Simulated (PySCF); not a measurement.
System: PrN (triplet).

```xyz
2

Pr    0.0000    0.0000   -0.1569
N     0.0000    0.0000    1.5791
```

Level of theory: PBE0/x2c-SVPall, spin-free X2C-1e, Gaussian nucleus, at a bond length of 1.736 Å (PySCF).

Q: What can the converged electron density, electron localisation function and spin density tell about the bonding?

A: Pr–N (1.74 Å): ρ at the midpoint is about 2.3 e/Å³; the ELF peaks at about 0.80 in the valence shell of N, 0.6 Å from its nucleus, and is about 0.65 at the midpoint.
The unpaired spin (2 electrons) lies mostly on Pr1 (about 2.1), in electrons by Hirshfeld's partition, with opposite, polarisation-induced spin on N2.

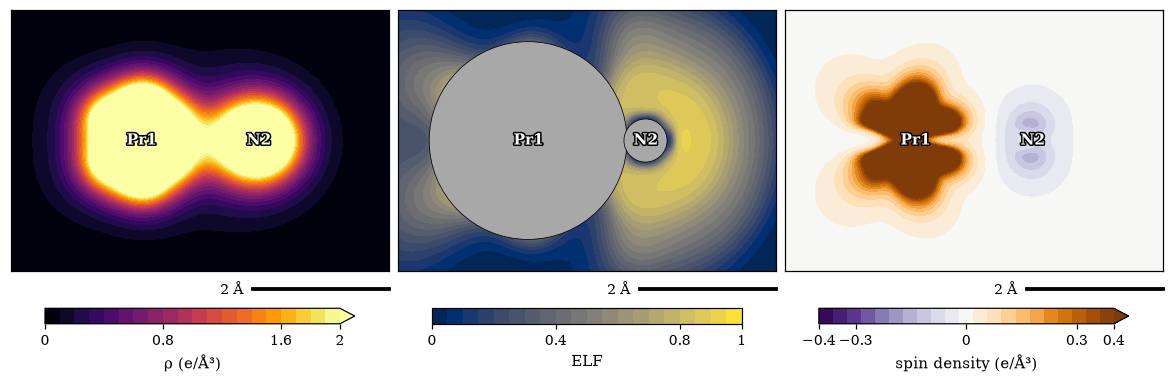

Computed electron density, electron localisation function and spin density on a plane that holds the molecular axis, in this order. Grey discs cover the atomic cores in the ELF map. 
